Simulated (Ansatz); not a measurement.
```yaml
atoms:
  - { symbol: Al, position_ang: [-0.0343, -0.2074, 0.3851] }
  - { symbol: N, position_ang: [0.0383, -0.6044, 2.0939] }
  - { symbol: H, position_ang: [-0.7097, -0.9780, 2.6445] }
  - { symbol: H, position_ang: [0.8540, -0.4860, 2.6635] }
  - { symbol: F, position_ang: [1.3299, 0.3798, -0.3325] }
  - { symbol: O, position_ang: [-1.3748, -0.4221, -0.5932] }
  - { symbol: H, position_ang: [-2.2479, -0.7507, -0.4940] }
  - { symbol: H, position_ang: [0.0572, 2.6499, 0.3510] }
  - { symbol: H, position_ang: [-0.4570, 2.6952, 0.8916] }
```

All numbers below come from RHF/def2-SVP in Ansatz 0.2.0.

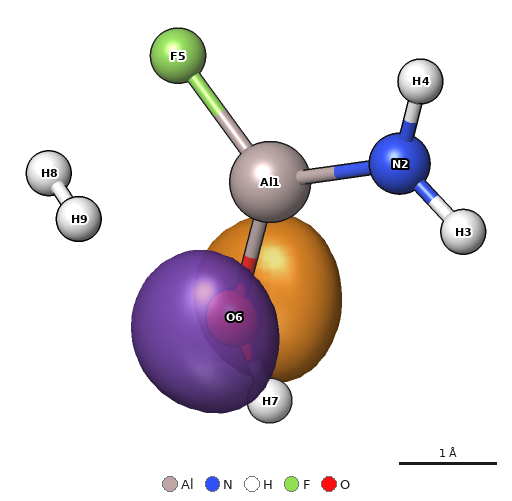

AlFH3NO···H2. The HOMO−1 at ±0.2 Å⁻³ᐟ² (orange and purple are the two phases), seen at an oblique angle.

Q: Where does this orbital lie, and at what energy?

A: Its weight (Hirshfeld) is mainly on O6 (about 80 %); largely a lone pair of O6. Its energy is −13.67 eV.
